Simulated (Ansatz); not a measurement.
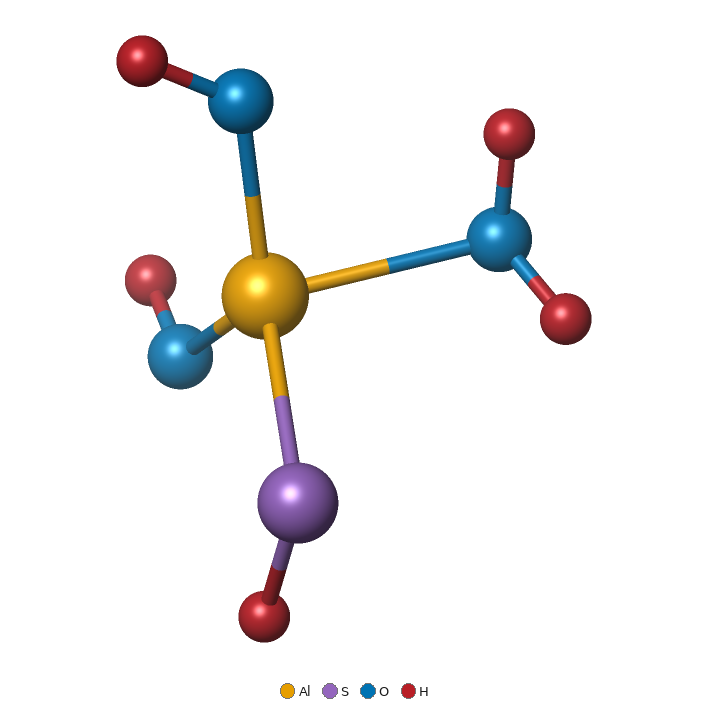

The picture shows a molecular structure as a ball-and-stick model.

The geometry was computed by an optimisation with PBE0-D4/def2-TZVP.

Identify the structure.

Formula AlH₅O₃S. The point group is C1. Coordination, clear cases only: 1 S bent; 2 O bent; 1 O trigonal pyramidal.

More results for the same structure follow; atom numbers are the same in all pictures, views and colours differ.

**Charges**

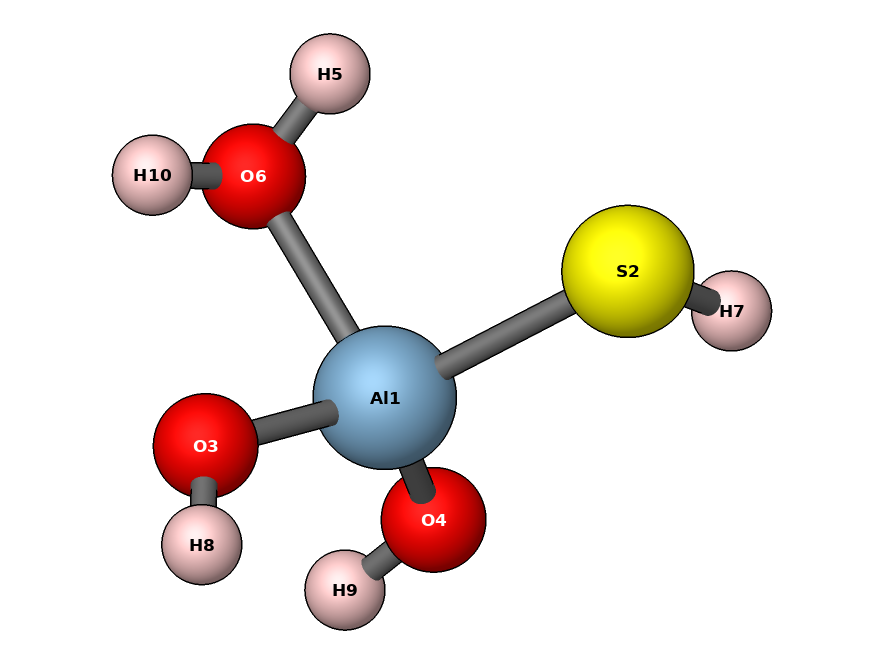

The questions are on Mulliken charges. Method: RKS PBE0-D4/def2-SVP (Ansatz 0.2.0).

Give the Mulliken charges atom by atom.

| atom | value (e) |
| --- | --- |
| Al1 | 0.78 |
| S2 | −0.27 |
| O3 | −0.48 |
| O4 | −0.49 |
| H5 | 0.23 |
| O6 | −0.49 |
| H7 | 0.13 |
| H8 | 0.19 |
| H9 | 0.19 |
| H10 | 0.21 |

**Vibrations**

Harmonic vibrations computed with RKS PBE0-D4/def2-TZVP (Ansatz 0.2.0) at a stationary point of the same level.

How many vibrational modes are there, and where do they lie?

24 modes: 109, 141, 166, 187, 209, 244, 257, 276, 312, 419, 442, 584, 613, 632, 667, 696, 789, 894, 1611, 2714, 3743, 3837, 3969, 3986 cm⁻¹.

**Dipole moment**

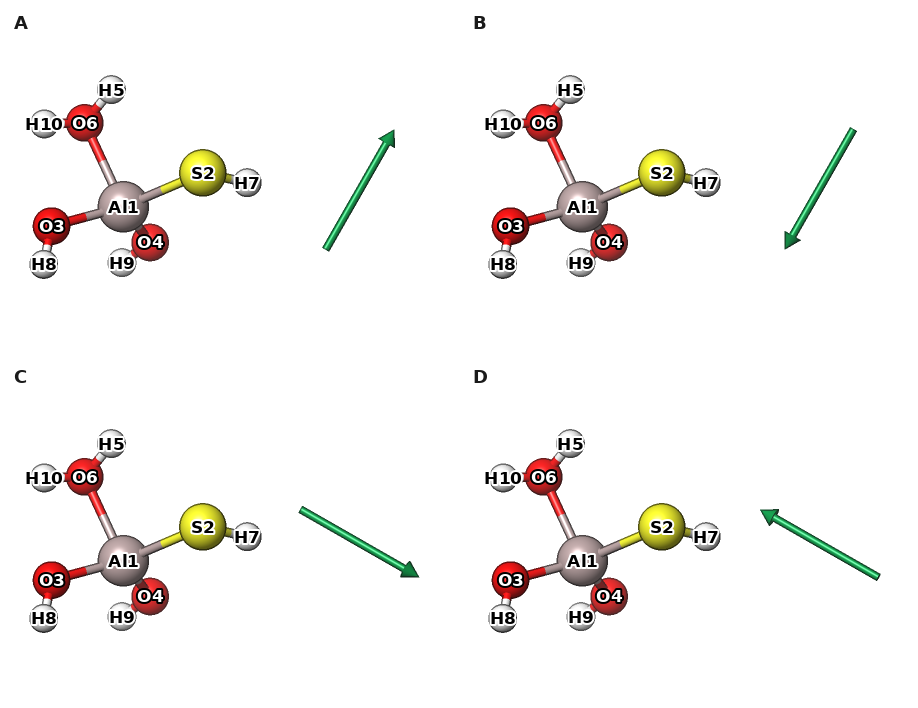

The same molecule four times, each with an arrow. Properties computed with RKS PBE0-D4/def2-TZVP (Ansatz 0.2.0).

Which arrow points along the dipole moment, from the negative to the positive end?

D. The dipole moment is 3.35 D; it points from the side of H7 to the side of H10 (the outermost atoms at the two ends).

Mulliken values depend strongly on the basis set and can even reverse the polarity of a bond.
